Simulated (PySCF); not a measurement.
## Electronic structure of C$_{3}$H$_{9}$BrSi$_{3}$ (SMILES [SiH3]C1([SiH3])C=C(Br)[SiH2]1) in real space

The calculation's input:

```
{"job": {"kind": "uv", "xc": "CAM-B3LYP", "basis": "def2-SVPD", "nstates": 8, "ntriplets": 3}, "charge": 0, "multiplicity": 1}
Si    -0.807498     1.833122    -0.043888
C      0.082340     0.147910     0.018585
Si     1.970842     0.338562     0.190283
C     -0.278961    -0.695028    -1.172579
C     -0.902192    -1.757665    -0.659016
Br    -1.638503    -3.234815    -1.623573
Si    -0.746817    -1.212685     1.144924
H     -0.317619     2.615078    -1.181608
H     -2.248658     1.618030    -0.198410
H     -0.544657     2.546896     1.206476
H      2.599087    -0.985373     0.191596
H      2.251970     1.024156     1.452623
H      2.500548     1.113581    -0.934517
H     -0.065949    -0.454205    -2.202456
H     -1.992448    -0.861258     1.820120
H      0.130915    -2.027362     1.980029
```

Command:

```sh
OMP_NUM_THREADS=1 python probes_run.py task.json out
```

Geometry: GFN2-xTB.

Theory: PySCF 2.14.0, CAM-B3LYP/def2-SVPD, SCF density, gas phase.

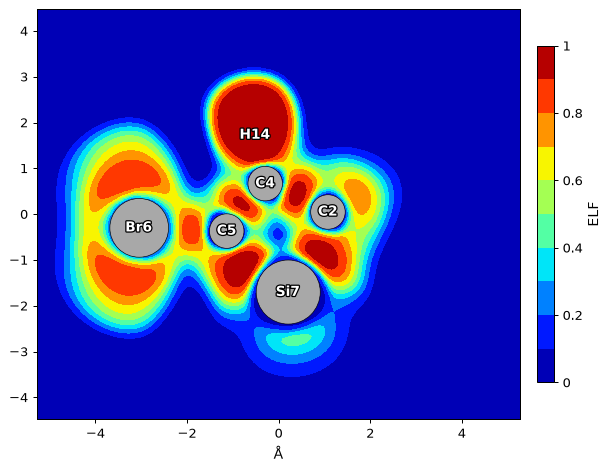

Figure 1. ELF on the plane of atoms C4, C5 and Br6. Grey discs cover the atomic cores.

Read the bonding off the picture.

- The section cuts through C, Br, Si and H sites.
- C–C (1.33 Å): the ELF peaks at about 0.90 between the atoms (a multiple bond).
- C–Si (1.89 Å): the ELF peaks at about 0.95 between the atoms: a shared electron pair.
- C–Br (1.91 Å): the ELF peaks at about 0.90 between the atoms (a shared electron pair).
- C–H (1.08 Å): the ELF climbs to about 1 towards the hydrogen, as it does in any bond to H; an ordinary covalent bond to hydrogen.
- C–C (1.50 Å): the ELF peaks at about 0.95 between the atoms: localised, covalent bonding.
- The ELF also peaks beside Br6, away from the bonds: lone-pair regions.

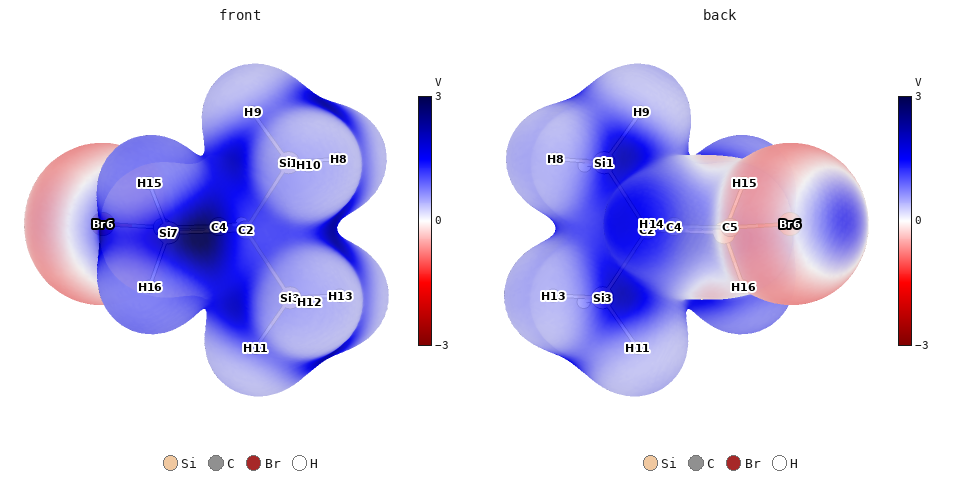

Figure 2. The electrostatic potential painted on the density surface at 0.004 e/bohr³, seen from the front and from behind; the colour scale runs from red (negative) to blue (positive).

Which sites attract a positive test charge, and which a negative one?

A positive charge is drawn to the negative regions and a negative charge to the positive ones. The most negative region (about −0.6 V) lies over Br6, the most positive (about +2.8 V) over Si7. Br6 shows a σ-hole: about +1.1 V at the tip opposite its bond, against about −0.5 V on its flanks.

What dipole moment does the calculation give?

Its dipole moment is 1.84 D.
